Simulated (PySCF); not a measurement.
Input file:

```
{"job": {"kind": "nmr", "xc": "PBE0", "basis": "pcSseg-1"}, "charge": 0, "multiplicity": 1}
B      3.251600     0.768926    -0.399429
C      2.028406     0.145145     0.159428
C      1.020903    -0.338857     0.641644
C     -0.154226    -0.915213     1.159256
Si    -1.246771    -1.951225    -0.021463
C     -1.519576    -0.276196     0.793880
Si    -1.509947     1.375505    -0.121101
Cl    -0.688371     2.786735     1.058858
H      3.164807     1.492053    -1.318646
H      4.296900     0.532582     0.075652
H     -0.059488    -1.255720     2.186438
H     -0.858793    -2.008510    -1.416426
H     -1.889716    -3.113064     0.568164
H     -2.206799    -0.282971     1.636497
H     -0.737932     1.299188    -1.355514
H     -2.898596     1.750566    -0.391165
```

Launched as:

```sh
OMP_NUM_THREADS=1 python probes_run.py task.json out
```

Geometry: GFN2-xTB.

Theory: PBE0/pcSseg-1, SCF density, gas phase, non-relativistic (PySCF 2.14.0).

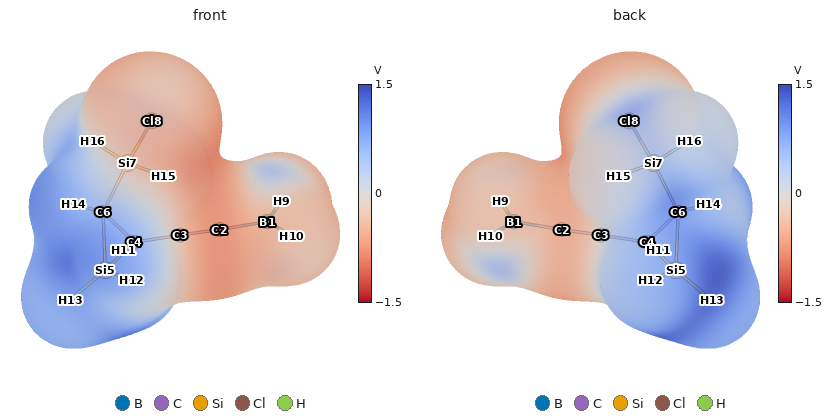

C4H8BClSi2. The molecular electrostatic potential painted on the density surface at 0.001 e/bohr³, seen from the front and from behind; the colour scale runs from red (negative) to blue (positive).

Where is the surface potential most negative and most positive?

The most negative region (about −0.9 V, or −21 kcal/mol for a unit charge) lies over C2, C3 and Cl8, the most positive (about +1.4 V, or +32 kcal/mol for a unit charge) over Si5.

What dipole moment does the calculation give?

Its dipole moment is 4.37 D.
